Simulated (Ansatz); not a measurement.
## Molecular dynamics, with input and output: GeNH6F (part 1 of 5)

System: GeNH6F.
Method: RKS B3LYP/def2-SVP (Ansatz 0.2.0).

It belongs to a series of runs on one base structure; here: dynamics from the highest image of the converged band. Figures and captions count atoms from 1; the log counts them from 0 in places.

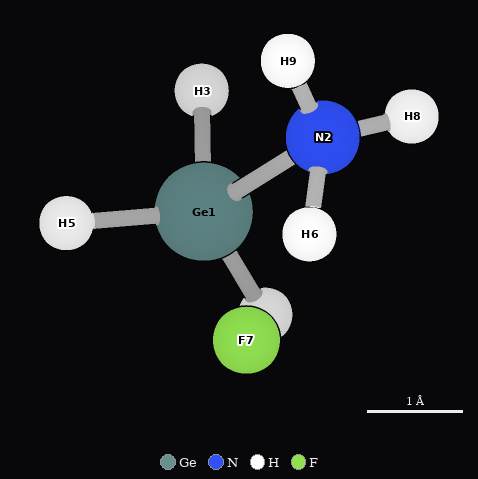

The starting structure (ball-and-stick view, seen at a tilt; atoms are numbered from 1 in the order of the input). Sticks mark near contacts.

Input file:
```yaml
crystal:
  periodic: [false, false, false]
  atoms:
    - { symbol: Ge, position_ang: [-0.458037, 0.651583, -0.492451] }
    - { symbol: "N", position_ang: [0.409116, -0.989133, 0.286234] }
    - { symbol: H, position_ang: [-1.063602, -0.079892, -1.753364] }
    - { symbol: H, position_ang: [-1.690659, 1.118965, 0.291272] }
    - { symbol: H, position_ang: [0.54571, 1.647314, -1.087238] }
    - { symbol: H, position_ang: [0.733584, -0.253415, 1.100628] }
    - { symbol: F, position_ang: [0.603012, 1.027174, 1.371144] }
    - { symbol: H, position_ang: [-0.234542, -1.730494, 0.566065] }
    - { symbol: H, position_ang: [1.15532, -1.392102, -0.282191] }
basis:
  gaussian: { orbitals: def2-SVP }
hamiltonian:
  xc: b3lyp
md:
  timestep: 0.5
  n_steps: 200
  ensemble: nve
  temperature: 300.0
  initial_velocities: maxwell_boltzmann
  seed: 6224
```

Run as:
```bash
ansatz run input.yaml --threads 2 --pin off --max-ram 3072MiB --backend cpu --events-out ev --progress --plain --runs-dir out
```

Output:
```
Engine: ansatz 0.2.0, aarch64-unknown-linux-gnu
Functional definition: B3LYP
  parameter a0 = 0.2
  parameter ax = 0.72
  parameter ac = 0.81
  exchange = (1 - a0 - ax)*slater_x + ax*b88_x + a0*exact_x
  correlation = (1 - ac)*vwn_rpa_c + ac*lyp_c
971 factors; integrals over basis functions are off by at most 2.8e-4 eV
mean field evaluation 1: about -60807.9303 eV, gradient 5.7e1 eV
mean field evaluation 2: about -60800.8010 eV, gradient 8.4e1 eV
mean field evaluation 4: about -60813.4642 eV, gradient 4.2e0 eV
mean field evaluation 8: about -60813.5025 eV, gradient 3.1e-2 eV
mean field -60813.50247353 eV, -2234.8549950296 hartree, gradient 3.9e-5 eV, S^2 0.000000; 0 other end points of the search recorded, 0 dependent functions left out
the calculation of the forces begins
reference -60813.50271044 eV, -2234.8550037361 hartree; 27, 27 occupied and 63, 63 virtual orbitals, 971 factors
md step     0: t =     0.00 fs  T =   300.0 K  F+E_penalty+E_count = -60813.50247353 eV  E_kin = 0.271446 eV  conserved = -60813.23102753 eV  (24 SCF iters)
these checks for a lower state are left out or cut short: starts, cluster_reference, orbital_swaps, neighbouring_geometries, increment
971 factors; integrals over basis functions are off by at most 2.7e-4 eV
mean field evaluation 16: about -60813.4885 eV, gradient 2.8e-3 eV
mean field -60813.49647537 eV, -2234.8547746015 hartree, gradient 7.3e-6 eV, S^2 0.000000; 0 other end points of the search recorded, 0 dependent functions left out
the calculation of the forces begins
reference -60813.49671228 eV, -2234.8547833076 hartree; 27, 27 occupied and 63, 63 virtual orbitals, 971 factors
md step     1: t =     0.50 fs  T =   293.4 K  F+E_penalty+E_count = -60813.49647537 eV  E_kin = 0.265497 eV  conserved = -60813.23097842 eV  (30 SCF iters)
[... from here on the SCF iterations and repeated set-up lines of each step are left out, up to the last step ...]
md step     2: t =     1.00 fs  T =   274.9 K  F+E_penalty+E_count = -60813.47951431 eV  E_kin = 0.248726 eV  conserved = -60813.23078846 eV  (29 SCF iters)
md step     3: t =     1.50 fs  T =   247.8 K  F+E_penalty+E_count = -60813.45469933 eV  E_kin = 0.224192 eV  conserved = -60813.23050725 eV  (29 SCF iters)
md step     4: t =     2.00 fs  T =   217.0 K  F+E_penalty+E_count = -60813.42656217 eV  E_kin = 0.196360 eV  conserved = -60813.23020225 eV  (29 SCF iters)
md step     5: t =     2.50 fs  T =   187.9 K  F+E_penalty+E_count = -60813.39997699 eV  E_kin = 0.170032 eV  conserved = -60813.22994536 eV  (29 SCF iters)
md step     6: t =     3.00 fs  T =   164.9 K  F+E_penalty+E_count = -60813.37902364 eV  E_kin = 0.149227 eV  conserved = -60813.22979662 eV  (29 SCF iters)
md step     7: t =     3.50 fs  T =   150.6 K  F+E_penalty+E_count = -60813.36604453 eV  E_kin = 0.136255 eV  conserved = -60813.22978907 eV  (29 SCF iters)
md step     8: t =     4.00 fs  T =   145.0 K  F+E_penalty+E_count = -60813.36115464 eV  E_kin = 0.131242 eV  conserved = -60813.22991312 eV  (29 SCF iters)
md step     9: t =     4.50 fs  T =   146.2 K  F+E_penalty+E_count = -60813.36241645 eV  E_kin = 0.132302 eV  conserved = -60813.23011458 eV  (30 SCF iters)
md step    10: t =     5.00 fs  T =   150.7 K  F+E_penalty+E_count = -60813.36668933 eV  E_kin = 0.136377 eV  conserved = -60813.23031200 eV  (29 SCF iters)
md step    11: t =     5.50 fs  T =   155.2 K  F+E_penalty+E_count = -60813.37087637 eV  E_kin = 0.140444 eV  conserved = -60813.23043198 eV  (30 SCF iters)
md step    12: t =     6.00 fs  T =   157.6 K  F+E_penalty+E_count = -60813.37304440 eV  E_kin = 0.142601 eV  conserved = -60813.23044328 eV  (29 SCF iters)
md step    13: t =     6.50 fs  T =   157.5 K  F+E_penalty+E_count = -60813.37288647 eV  E_kin = 0.142512 eV  conserved = -60813.23037474 eV  (29 SCF iters)
md step    14: t =     7.00 fs  T =   155.8 K  F+E_penalty+E_count = -60813.37128691 eV  E_kin = 0.140991 eV  conserved = -60813.23029626 eV  (29 SCF iters)
md step    15: t =     7.50 fs  T =   153.6 K  F+E_penalty+E_count = -60813.36928402 eV  E_kin = 0.139012 eV  conserved = -60813.23027194 eV  (29 SCF iters)
md step    16: t =     8.00 fs  T =   151.2 K  F+E_penalty+E_count = -60813.36713011 eV  E_kin = 0.136814 eV  conserved = -60813.23031597 eV  (24 SCF iters)
md step    17: t =     8.50 fs  T =   147.8 K  F+E_penalty+E_count = -60813.36408036 eV  E_kin = 0.133692 eV  conserved = -60813.23038837 eV  (29 SCF iters)
md step    18: t =     9.00 fs  T =   142.1 K  F+E_penalty+E_count = -60813.35898782 eV  E_kin = 0.128560 eV  conserved = -60813.23042767 eV  (30 SCF iters)
md step    19: t =     9.50 fs  T =   133.5 K  F+E_penalty+E_count = -60813.35122675 eV  E_kin = 0.120833 eV  conserved = -60813.23039393 eV  (29 SCF iters)
md step    20: t =    10.00 fs  T =   122.7 K  F+E_penalty+E_count = -60813.34132259 eV  E_kin = 0.111039 eV  conserved = -60813.23028384 eV  (29 SCF iters)
md step    21: t =    10.50 fs  T =   111.5 K  F+E_penalty+E_count = -60813.33098963 eV  E_kin = 0.100858 eV  conserved = -60813.23013120 eV  (30 SCF iters)
md step    22: t =    11.00 fs  T =   102.4 K  F+E_penalty+E_count = -60813.32262589 eV  E_kin = 0.092642 eV  conserved = -60813.22998374 eV  (28 SCF iters)
md step    23: t =    11.50 fs  T =    98.0 K  F+E_penalty+E_count = -60813.31856349 eV  E_kin = 0.088677 eV  conserved = -60813.22988649 eV  (30 SCF iters)
md step    24: t =    12.00 fs  T =   100.0 K  F+E_penalty+E_count = -60813.32035173 eV  E_kin = 0.090482 eV  conserved = -60813.22986962 eV  (29 SCF iters)
md step    25: t =    12.50 fs  T =   108.7 K  F+E_penalty+E_count = -60813.32827045 eV  E_kin = 0.098327 eV  conserved = -60813.22994335 eV  (30 SCF iters)
md step    26: t =    13.00 fs  T =   122.8 K  F+E_penalty+E_count = -60813.34117317 eV  E_kin = 0.111079 eV  conserved = -60813.23009433 eV  (29 SCF iters)
md step    27: t =    13.50 fs  T =   139.7 K  F+E_penalty+E_count = -60813.35670469 eV  E_kin = 0.126419 eV  conserved = -60813.23028614 eV  (29 SCF iters)
md step    28: t =    14.00 fs  T =   156.3 K  F+E_penalty+E_count = -60813.37188327 eV  E_kin = 0.141415 eV  conserved = -60813.23046866 eV  (30 SCF iters)
md step    29: t =    14.50 fs  T =   169.5 K  F+E_penalty+E_count = -60813.38393251 eV  E_kin = 0.153348 eV  conserved = -60813.23058469 eV  (29 SCF iters)
md step    30: t =    15.00 fs  T =   177.4 K  F+E_penalty+E_count = -60813.39115647 eV  E_kin = 0.160559 eV  conserved = -60813.23059707 eV  (29 SCF iters)
md step    31: t =    15.50 fs  T =   180.1 K  F+E_penalty+E_count = -60813.39349326 eV  E_kin = 0.162983 eV  conserved = -60813.23050981 eV  (29 SCF iters)
md step    32: t =    16.00 fs  T =   179.1 K  F+E_penalty+E_count = -60813.39242934 eV  E_kin = 0.162058 eV  conserved = -60813.23037142 eV  (30 SCF iters)
md step    33: t =    16.50 fs  T =   176.8 K  F+E_penalty+E_count = -60813.39023576 eV  E_kin = 0.159985 eV  conserved = -60813.23025116 eV  (25 SCF iters)
md step    34: t =    17.00 fs  T =   175.4 K  F+E_penalty+E_count = -60813.38891625 eV  E_kin = 0.158722 eV  conserved = -60813.23019387 eV  (29 SCF iters)
md step    35: t =    17.50 fs  T =   176.1 K  F+E_penalty+E_count = -60813.38950979 eV  E_kin = 0.159313 eV  conserved = -60813.23019629 eV  (29 SCF iters)
md step    36: t =    18.00 fs  T =   178.9 K  F+E_penalty+E_count = -60813.39211565 eV  E_kin = 0.161895 eV  conserved = -60813.23022092 eV  (29 SCF iters)
md step    37: t =    18.50 fs  T =   183.7 K  F+E_penalty+E_count = -60813.39644059 eV  E_kin = 0.166207 eV  conserved = -60813.23023339 eV  (30 SCF iters)
md step    38: t =    19.00 fs  T =   190.2 K  F+E_penalty+E_count = -60813.40231850 eV  E_kin = 0.172090 eV  conserved = -60813.23022848 eV  (29 SCF iters)
md step    39: t =    19.50 fs  T =   198.5 K  F+E_penalty+E_count = -60813.40981458 eV  E_kin = 0.179588 eV  conserved = -60813.23022611 eV  (29 SCF iters)
md step    40: t =    20.00 fs  T =   208.6 K  F+E_penalty+E_count = -60813.41895211 eV  E_kin = 0.188703 eV  conserved = -60813.23024947 eV  (29 SCF iters)
md step    41: t =    20.50 fs  T =   220.0 K  F+E_penalty+E_count = -60813.42936388 eV  E_kin = 0.199056 eV  conserved = -60813.23030783 eV  (28 SCF iters)
md step    42: t =    21.00 fs  T =   231.8 K  F+E_penalty+E_count = -60813.44012481 eV  E_kin = 0.209728 eV  conserved = -60813.23039666 eV  (29 SCF iters)
md step    43: t =    21.50 fs  T =   242.4 K  F+E_penalty+E_count = -60813.44981074 eV  E_kin = 0.219312 eV  conserved = -60813.23049914 eV  (30 SCF iters)
md step    44: t =    22.00 fs  T =   249.9 K  F+E_penalty+E_count = -60813.45671871 eV  E_kin = 0.226119 eV  conserved = -60813.23059964 eV  (29 SCF iters)
md step    45: t =    22.50 fs  T =   252.5 K  F+E_penalty+E_count = -60813.45913255 eV  E_kin = 0.228452 eV  conserved = -60813.23068014 eV  (30 SCF iters)
md step    46: t =    23.00 fs  T =   248.6 K  F+E_penalty+E_count = -60813.45563277 eV  E_kin = 0.224913 eV  conserved = -60813.23072014 eV  (30 SCF iters)
md step    47: t =    23.50 fs  T =   237.4 K  F+E_penalty+E_count = -60813.44546860 eV  E_kin = 0.214775 eV  conserved = -60813.23069330 eV  (29 SCF iters)
md step    48: t =    24.00 fs  T =   219.3 K  F+E_penalty+E_count = -60813.42899666 eV  E_kin = 0.198422 eV  conserved = -60813.23057497 eV  (29 SCF iters)
md step    49: t =    24.50 fs  T =   196.4 K  F+E_penalty+E_count = -60813.40805524 eV  E_kin = 0.177695 eV  conserved = -60813.23036062 eV  (30 SCF iters)
md step    50: t =    25.00 fs  T =   172.3 K  F+E_penalty+E_count = -60813.38600931 eV  E_kin = 0.155925 eV  conserved = -60813.23008434 eV  (30 SCF iters)
md step    51: t =    25.50 fs  T =   151.8 K  F+E_penalty+E_count = -60813.36720115 eV  E_kin = 0.137386 eV  conserved = -60813.22981520 eV  (25 SCF iters)
md step    52: t =    26.00 fs  T =   139.5 K  F+E_penalty+E_count = -60813.35582034 eV  E_kin = 0.126178 eV  conserved = -60813.22964243 eV  (23 SCF iters)
md step    53: t =    26.50 fs  T =   138.1 K  F+E_penalty+E_count = -60813.35456494 eV  E_kin = 0.124945 eV  conserved = -60813.22961952 eV  (22 SCF iters)
md step    54: t =    27.00 fs  T =   148.2 K  F+E_penalty+E_count = -60813.36380478 eV  E_kin = 0.134065 eV  conserved = -60813.22974019 eV  (22 SCF iters)
md step    55: t =    27.50 fs  T =   167.7 K  F+E_penalty+E_count = -60813.38167733 eV  E_kin = 0.151735 eV  conserved = -60813.22994200 eV  (24 SCF iters)
md step    56: t =    28.00 fs  T =   193.3 K  F+E_penalty+E_count = -60813.40502166 eV  E_kin = 0.174873 eV  conserved = -60813.23014867 eV  (29 SCF iters)
md step    57: t =    28.50 fs  T =   221.3 K  F+E_penalty+E_count = -60813.43055868 eV  E_kin = 0.200252 eV  conserved = -60813.23030672 eV  (29 SCF iters)
md step    58: t =    29.00 fs  T =   249.0 K  F+E_penalty+E_count = -60813.45573541 eV  E_kin = 0.225334 eV  conserved = -60813.23040165 eV  (30 SCF iters)
md step    59: t =    29.50 fs  T =   274.7 K  F+E_penalty+E_count = -60813.47898300 eV  E_kin = 0.248531 eV  conserved = -60813.23045177 eV  (30 SCF iters)
md step    60: t =    30.00 fs  T =   297.3 K  F+E_penalty+E_count = -60813.49948804 eV  E_kin = 0.269004 eV  conserved = -60813.23048393 eV  (30 SCF iters)
md step    61: t =    30.50 fs  T =   316.4 K  F+E_penalty+E_count = -60813.51677097 eV  E_kin = 0.286249 eV  conserved = -60813.23052164 eV  (30 SCF iters)
md step    62: t =    31.00 fs  T =   331.3 K  F+E_penalty+E_count = -60813.53031265 eV  E_kin = 0.299739 eV  conserved = -60813.23057415 eV  (30 SCF iters)
md step    63: t =    31.50 fs  T =   341.2 K  F+E_penalty+E_count = -60813.53939325 eV  E_kin = 0.308759 eV  conserved = -60813.23063412 eV  (29 SCF iters)
md step    64: t =    32.00 fs  T =   345.4 K  F+E_penalty+E_count = -60813.54319493 eV  E_kin = 0.312515 eV  conserved = -60813.23067975 eV  (29 SCF iters)
md step    65: t =    32.50 fs  T =   343.1 K  F+E_penalty+E_count = -60813.54113905 eV  E_kin = 0.310459 eV  conserved = -60813.23067970 eV  (29 SCF iters)
md step    66: t =    33.00 fs  T =   334.6 K  F+E_penalty+E_count = -60813.53336305 eV  E_kin = 0.302758 eV  conserved = -60813.23060478 eV  (29 SCF iters)
md step    67: t =    33.50 fs  T =   321.3 K  F+E_penalty+E_count = -60813.52116264 eV  E_kin = 0.290720 eV  conserved = -60813.23044259 eV  (29 SCF iters)
md step    68: t =    34.00 fs  T =   306.1 K  F+E_penalty+E_count = -60813.50716852 eV  E_kin = 0.276955 eV  conserved = -60813.23021304 eV  (29 SCF iters)
md step    69: t =    34.50 fs  T =   292.9 K  F+E_penalty+E_count = -60813.49502237 eV  E_kin = 0.265049 eV  conserved = -60813.22997349 eV  (25 SCF iters)
md step    70: t =    35.00 fs  T =   285.9 K  F+E_penalty+E_count = -60813.48846685 eV  E_kin = 0.258659 eV  conserved = -60813.22980766 eV  (29 SCF iters)
md step    71: t =    35.50 fs  T =   287.7 K  F+E_penalty+E_count = -60813.49006487 eV  E_kin = 0.260278 eV  conserved = -60813.22978712 eV  (30 SCF iters)
md step    72: t =    36.00 fs  T =   298.6 K  F+E_penalty+E_count = -60813.50011959 eV  E_kin = 0.270192 eV  conserved = -60813.22992788 eV  (29 SCF iters)
md step    73: t =    36.50 fs  T =   316.4 K  F+E_penalty+E_count = -60813.51642915 eV  E_kin = 0.286253 eV  conserved = -60813.23017660 eV  (29 SCF iters)
md step    74: t =    37.00 fs  T =   336.7 K  F+E_penalty+E_count = -60813.53510073 eV  E_kin = 0.304666 eV  conserved = -60813.23043518 eV  (29 SCF iters)
md step    75: t =    37.50 fs  T =   355.2 K  F+E_penalty+E_count = -60813.55203751 eV  E_kin = 0.321425 eV  conserved = -60813.23061274 eV  (29 SCF iters)
md step    76: t =    38.00 fs  T =   368.8 K  F+E_penalty+E_count = -60813.56434251 eV  E_kin = 0.333678 eV  conserved = -60813.23066432 eV  (29 SCF iters)
md step    77: t =    38.50 fs  T =   376.3 K  F+E_penalty+E_count = -60813.57104519 eV  E_kin = 0.340445 eV  conserved = -60813.23060024 eV  (29 SCF iters)
md step    78: t =    39.00 fs  T =   378.6 K  F+E_penalty+E_count = -60813.57299668 eV  E_kin = 0.342532 eV  conserved = -60813.23046485 eV  (30 SCF iters)
md step    79: t =    39.50 fs  T =   377.8 K  F+E_penalty+E_count = -60813.57218633 eV  E_kin = 0.341870 eV  conserved = -60813.23031678 eV  (29 SCF iters)
md step    80: t =    40.00 fs  T =   376.5 K  F+E_penalty+E_count = -60813.57084650 eV  E_kin = 0.340642 eV  conserved = -60813.23020410 eV  (29 SCF iters)
md step    81: t =    40.50 fs  T =   376.4 K  F+E_penalty+E_count = -60813.57069725 eV  E_kin = 0.340543 eV  conserved = -60813.23015431 eV  (29 SCF iters)
md step    82: t =    41.00 fs  T =   378.4 K  F+E_penalty+E_count = -60813.57252070 eV  E_kin = 0.342355 eV  conserved = -60813.23016618 eV  (30 SCF iters)
md step    83: t =    41.50 fs  T =   382.3 K  F+E_penalty+E_count = -60813.57614512 eV  E_kin = 0.345926 eV  conserved = -60813.23021959 eV  (29 SCF iters)
md step    84: t =    42.00 fs  T =   387.4 K  F+E_penalty+E_count = -60813.58076996 eV  E_kin = 0.350492 eV  conserved = -60813.23027757 eV  (29 SCF iters)
md step    85: t =    42.50 fs  T =   392.6 K  F+E_penalty+E_count = -60813.58553118 eV  E_kin = 0.355228 eV  conserved = -60813.23030316 eV  (30 SCF iters)
md step    86: t =    43.00 fs  T =   397.7 K  F+E_penalty+E_count = -60813.59009076 eV  E_kin = 0.359820 eV  conserved = -60813.23027050 eV  (29 SCF iters)
md step    87: t =    43.50 fs  T =   403.2 K  F+E_penalty+E_count = -60813.59501308 eV  E_kin = 0.364829 eV  conserved = -60813.23018388 eV  (25 SCF iters)
md step    88: t =    44.00 fs  T =   410.7 K  F+E_penalty+E_count = -60813.60167411 eV  E_kin = 0.371591 eV  conserved = -60813.23008315 eV  (29 SCF iters)
md step    89: t =    44.50 fs  T =   421.7 K  F+E_penalty+E_count = -60813.61163124 eV  E_kin = 0.381602 eV  conserved = -60813.23002892 eV  (28 SCF iters)
md step    90: t =    45.00 fs  T =   437.2 K  F+E_penalty+E_count = -60813.62569579 eV  E_kin = 0.395626 eV  conserved = -60813.23006959 eV  (28 SCF iters)
md step    91: t =    45.50 fs  T =   456.5 K  F+E_penalty+E_count = -60813.64321437 eV  E_kin = 0.413008 eV  conserved = -60813.23020590 eV  (28 SCF iters)
md step    92: t =    46.00 fs  T =   477.1 K  F+E_penalty+E_count = -60813.66204704 eV  E_kin = 0.431654 eV  conserved = -60813.23039266 eV  (27 SCF iters)
md step    93: t =    46.50 fs  T =   495.9 K  F+E_penalty+E_count = -60813.67929544 eV  E_kin = 0.448740 eV  conserved = -60813.23055540 eV  (27 SCF iters)
md step    94: t =    47.00 fs  T =   510.4 K  F+E_penalty+E_count = -60813.69243383 eV  E_kin = 0.461801 eV  conserved = -60813.23063248 eV  (27 SCF iters)
md step    95: t =    47.50 fs  T =   519.1 K  F+E_penalty+E_count = -60813.70026245 eV  E_kin = 0.469661 eV  conserved = -60813.23060112 eV  (27 SCF iters)
md step    96: t =    48.00 fs  T =   522.5 K  F+E_penalty+E_count = -60813.70327711 eV  E_kin = 0.472795 eV  conserved = -60813.23048176 eV  (27 SCF iters)
md step    97: t =    48.50 fs  T =   522.8 K  F+E_penalty+E_count = -60813.70336854 eV  E_kin = 0.473045 eV  conserved = -60813.23032380 eV  (27 SCF iters)
md step    98: t =    49.00 fs  T =   522.6 K  F+E_penalty+E_count = -60813.70305878 eV  E_kin = 0.472876 eV  conserved = -60813.23018325 eV  (27 SCF iters)
md step    99: t =    49.50 fs  T =   524.4 K  F+E_penalty+E_count = -60813.70462329 eV  E_kin = 0.474520 eV  conserved = -60813.23010289 eV  (27 SCF iters)
md step   100: t =    50.00 fs  T =   529.7 K  F+E_penalty+E_count = -60813.70941251 eV  E_kin = 0.479310 eV  conserved = -60813.23010261 eV  (27 SCF iters)
md step   101: t =    50.50 fs  T =   538.6 K  F+E_penalty+E_count = -60813.71753051 eV  E_kin = 0.487352 eV  conserved = -60813.23017878 eV  (27 SCF iters)
md step   102: t =    51.00 fs  T =   549.9 K  F+E_penalty+E_count = -60813.72788113 eV  E_kin = 0.497572 eV  conserved = -60813.23030956 eV  (27 SCF iters)
md step   103: t =    51.50 fs  T =   561.5 K  F+E_penalty+E_count = -60813.73851545 eV  E_kin = 0.508057 eV  conserved = -60813.23045864 eV  (27 SCF iters)
md step   104: t =    52.00 fs  T =   571.0 K  F+E_penalty+E_count = -60813.74720095 eV  E_kin = 0.516618 eV  conserved = -60813.23058314 eV  (27 SCF iters)
md step   105: t =    52.50 fs  T =   576.3 K  F+E_penalty+E_count = -60813.75207862 eV  E_kin = 0.521431 eV  conserved = -60813.23064738 eV  (27 SCF iters)
md step   106: t =    53.00 fs  T =   576.4 K  F+E_penalty+E_count = -60813.75219350 eV  E_kin = 0.521554 eV  conserved = -60813.23063940 eV  (24 SCF iters)
md step   107: t =    53.50 fs  T =   571.5 K  F+E_penalty+E_count = -60813.74765919 eV  E_kin = 0.517080 eV  conserved = -60813.23057869 eV  (29 SCF iters)
md step   108: t =    54.00 fs  T =   562.4 K  F+E_penalty+E_count = -60813.73935404 eV  E_kin = 0.508848 eV  conserved = -60813.23050564 eV  (28 SCF iters)
md step   109: t =    54.50 fs  T =   550.2 K  F+E_penalty+E_count = -60813.72832126 eV  E_kin = 0.497866 eV  conserved = -60813.23045533 eV  (25 SCF iters)
md step   110: t =    55.00 fs  T =   535.8 K  F+E_penalty+E_count = -60813.71526499 eV  E_kin = 0.484832 eV  conserved = -60813.23043280 eV  (25 SCF iters)
md step   111: t =    55.50 fs  T =   519.5 K  F+E_penalty+E_count = -60813.70049214 eV  E_kin = 0.470083 eV  conserved = -60813.23040940 eV  (24 SCF iters)
md step   112: t =    56.00 fs  T =   501.7 K  F+E_penalty+E_count = -60813.68433612 eV  E_kin = 0.453988 eV  conserved = -60813.23034804 eV  (24 SCF iters)
```
